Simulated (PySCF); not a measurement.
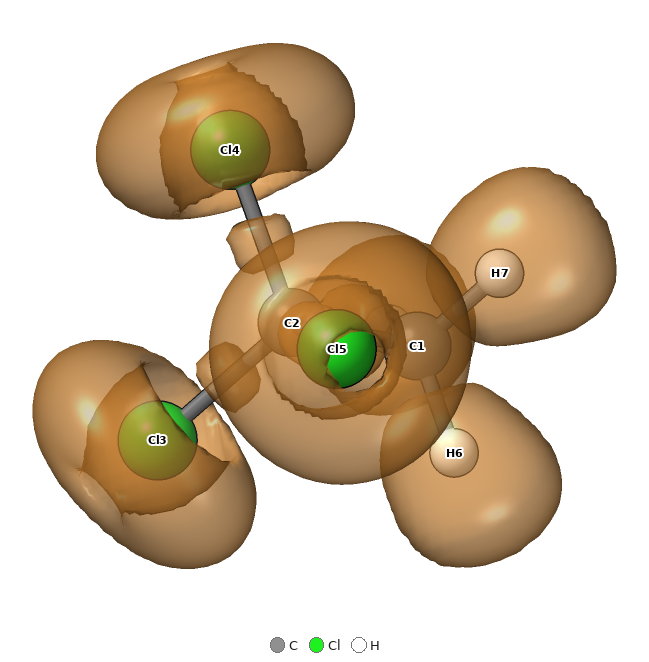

The picture shows: C$_{2}$H$_{3}$Cl$_{3}$. Isosurface of the ELF at 0.8 (orange), seen at an oblique angle. Only the valence region is drawn (cores and ρ < 0.01 e/Å³ removed).

Geometry: PBE0-D3(BJ)/def2-SVP.

Method: PySCF, B3LYP/def2-SVPD, SCF density, gas phase.

```xyz
8

C     0.4804   -0.1608    0.6818
C    -0.3461    0.1065   -0.5526
Cl    0.3847   -0.7041   -1.9617
Cl   -0.4197    1.8594   -0.8680
Cl   -2.0016   -0.5104   -0.3237
H     0.5239   -1.2436    0.8644
H     0.0199    0.3393    1.5446
H     1.4966    0.2280    0.5315
```

### Where are the electrons localised?

At this value the surface marks out one region between bonded C–C atoms (shared pairs), three regions between bonded C–Cl atoms (shared pairs), three regions around hydrogen nuclei and three rings or bowls of non-bonding electrons around Cl. Along the contacts the grid gives the following. C–C (1.51 Å): the ELF peaks at about 0.95 between the atoms (a covalent bond). C–Cl (1.78 Å): the ELF peaks at about 0.90 between the atoms, as expected for localised, covalent bonding.
